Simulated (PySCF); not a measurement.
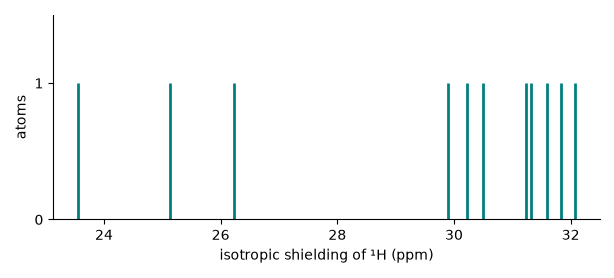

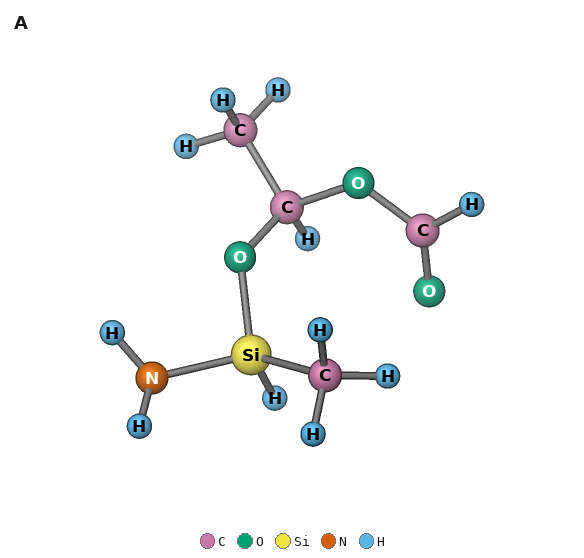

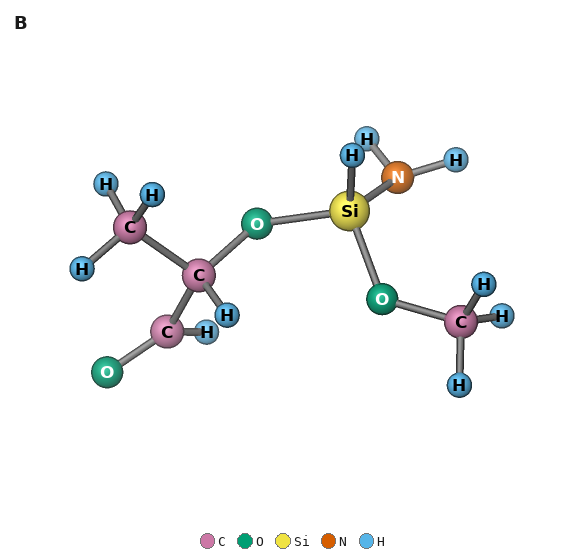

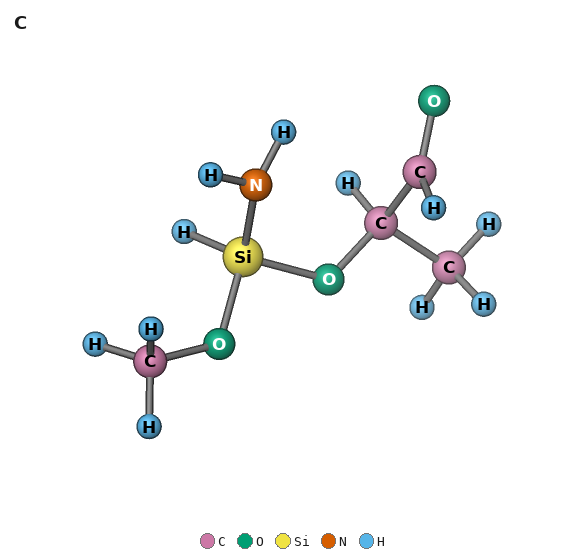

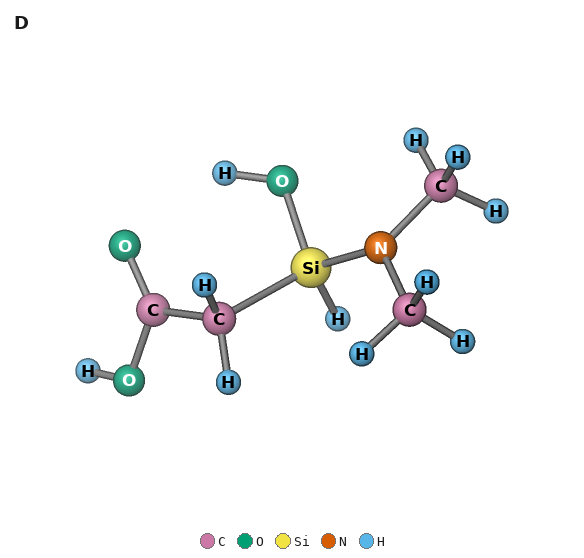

The sticks are computed shieldings of one of the molecules, for one fixed geometry (GFN2-xTB) without averaging over rotations. Low shielding means a high chemical shift. Method: GIAO PBE0/pcSseg-1 NMR shielding, non-relativistic, gas phase (PySCF 2.14.0).

> Match the spectrum to a structure.

A, `C[C@@H](OC=O)O[Si@@H](C)N`. Its 11 H atoms give lines at 23.55, 25.14, 26.23, 29.90, 30.23, 30.50, 31.23, 31.32, 31.59, 31.84, 32.07 ppm.

The geometry is semi-empirical. Around Si such bond lengths and angles can be off by a tenth of an ångström or more and by several degrees, and values that hang on the shape move with them.
